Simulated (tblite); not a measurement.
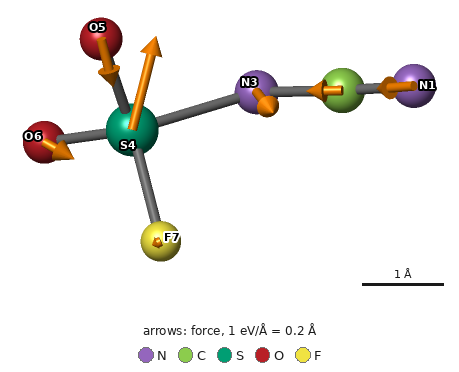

Starting geometry of CN$_{2}$SO$_{2}$F (charge −1) with the computed forces as orange arrows. A ball-and-stick model, seen from a free direction.

These are results of tblite 0.8.0, GFN2-xTB geometry optimisation, gas phase, not measurements. 

> What follows when this structure is relaxed?

It isn't relaxed: the largest force vector, on the S atom, is 6.04 eV/Å. The final displacements follow the starting forces only in part (cosine between the two patterns 0.53). The largest move after the best rigid fit is that of an N atom, 0.29 Å. By element the largest moves are N 0.29 Å, F 0.28 Å, O 0.24 Å, S 0.14 Å, C 0.12 Å. Near-neighbour distances that change, for instance: N–S 1.741 → 1.558 Å, C–N 1.404 → 1.285 Å, O–S 1.523 → 1.434 Å, O–S 1.472 → 1.432 Å. Bond angles that change, for instance: O–S–F 114.7° → 102.3°, N–S–O 105.1° → 117.4°, O–S–O 107.7° → 117.5°. Groups turn about N–S by about 25°. Over 39 geometry steps the energy falls by 143.9 kJ/mol.
